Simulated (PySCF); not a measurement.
# C$_{4}$H$_{10}$B$_{2}$Si (SMILES B[SiH2]BCC#CC): what the fields show

Input file:

```
{"job": {"kind": "uv", "xc": "CAM-B3LYP", "basis": "def2-SVPD", "nstates": 8, "ntriplets": 3}, "charge": 0, "multiplicity": 1}
B      2.174969     0.973700     0.838475
Si     1.655263     0.791797    -1.035019
B      1.174220    -1.094075    -1.325537
C     -0.235312    -1.673310    -0.920830
C     -1.070597    -0.829140    -0.087005
C     -1.746794    -0.136960     0.620108
C     -2.565947     0.703893     1.468348
H      1.398151     1.275630     1.659426
H      3.258132     0.716047     1.201832
H      0.546866     1.690612    -1.427567
H      2.724753     1.212973    -1.973408
H      1.931025    -1.862186    -1.792806
H     -0.144905    -2.655573    -0.440199
H     -0.774640    -1.865214    -1.859596
H     -3.583042     0.754172     1.078710
H     -2.596951     0.297949     2.479920
H     -2.152189     1.711715     1.505238
```

Run with:

```sh
OMP_NUM_THREADS=1 python probes_run.py task.json out
```

Geometry: GFN2-xTB.

Theory: CAM-B3LYP/def2-SVPD, SCF density, gas phase (PySCF).

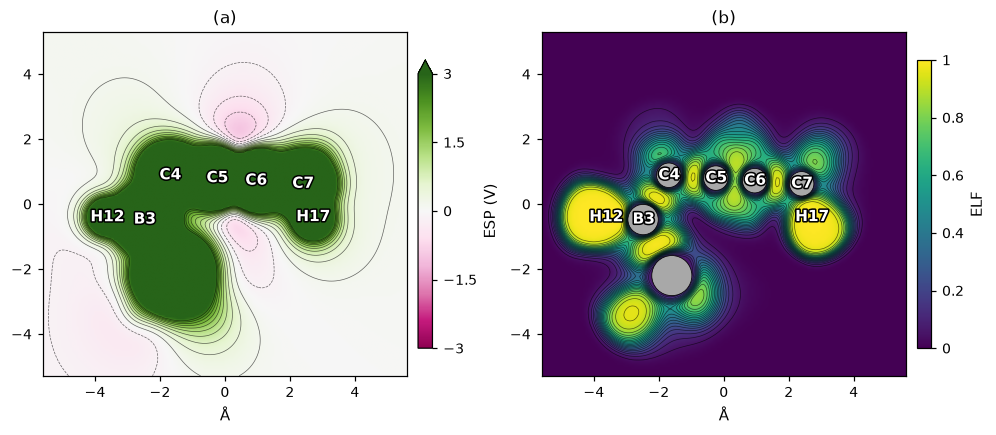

Figure 1. (a) molecular electrostatic potential; (b) ELF on the plane of atoms B3, C4 and C5. Grey discs cover the atomic cores in the ELF map.

### Describe what can be read from this map.

The plane passes through B, C and H nuclei.
C–C (1.20 Å): the ELF peaks at about 0.80 between the atoms (a short, multiple covalent bond).
C–B (1.58 Å): the ELF peaks at about 1 between the atoms, as expected for localised, covalent bonding.
C–H (1.09 Å): the ELF climbs to about 1 towards the hydrogen, as it does in any bond to H (a covalent bond by its length).
B–H (1.18 Å): the ELF climbs to about 1 towards the hydrogen; a covalent bond by its length.
Outside the dense part of the molecule the potential is most negative (−1.0 V) near C6.

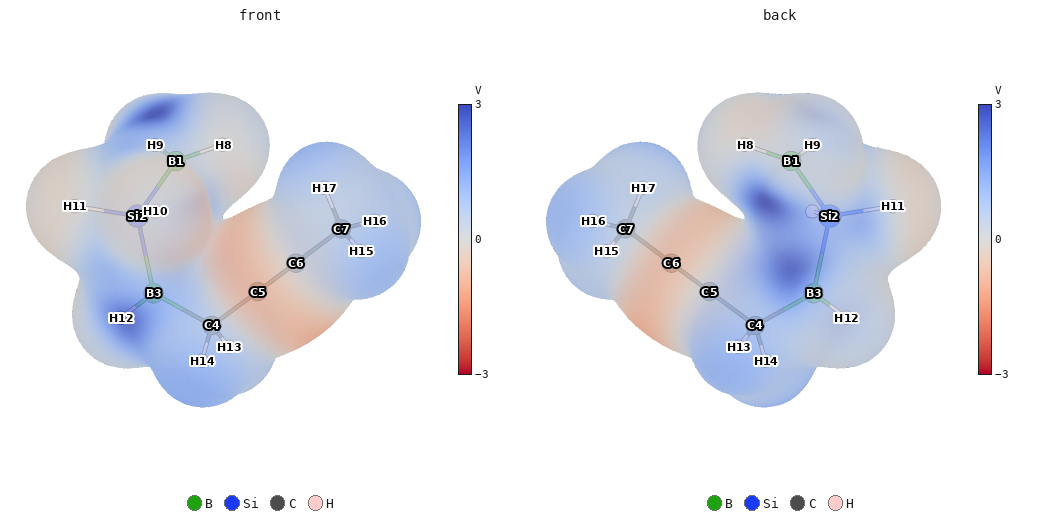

Figure 2. The molecular electrostatic potential painted on the density surface at 0.004 e/bohr³, seen from the front and from behind; red is negative and blue positive.

### Describe the electrostatic potential map.

The most negative region (about −0.9 V) lies over C5 and C6, the most positive (about +2.8 V) over B1 and B3.
